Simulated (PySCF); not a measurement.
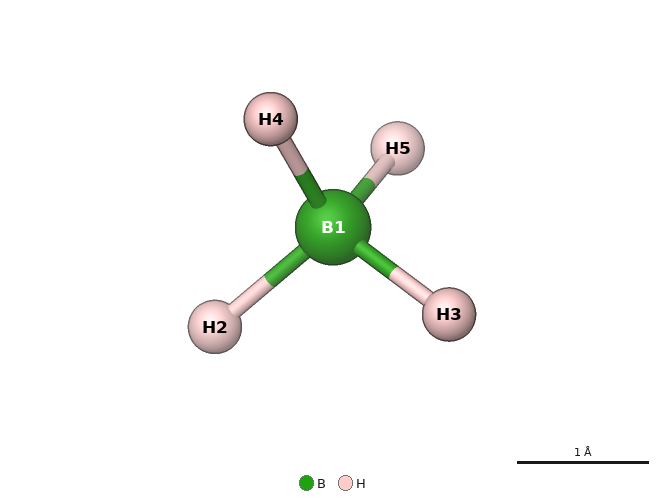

Orthographic view. Atoms fade into the background with distance from the viewer. The species has charge −1 and is a spin singlet. The geometry was computed by an optimisation with PBE0-D3(BJ)/def2-SVP. No frequency run is at hand to confirm it as a minimum.

Write a MOL file (V2000) with the atoms in numerical order, bonds sorted by atom number with the orders drawn, and coordinates in the frame of the picture: x right, y up, z towards the viewer, origin at the mean position.

```
BH4
                    3D

  5  4  0  0  0  0  0  0  0  0999 V2000
    0.0000   -0.0000   -0.0000 B   0  0  0  0  0  0  0  0  0  0  0  0
   -0.9100   -0.7700   -0.4000 H   0  0  0  0  0  0  0  0  0  0  0  0
    0.8900   -0.6700    0.5700 H   0  0  0  0  0  0  0  0  0  0  0  0
   -0.4800    0.8300    0.8100 H   0  0  0  0  0  0  0  0  0  0  0  0
    0.5000    0.6100   -0.9800 H   0  0  0  0  0  0  0  0  0  0  0  0
  1  2  1  0
  1  3  1  0
  1  4  1  0
  1  5  1  0
M  CHG  1   1  -1
M  END
```
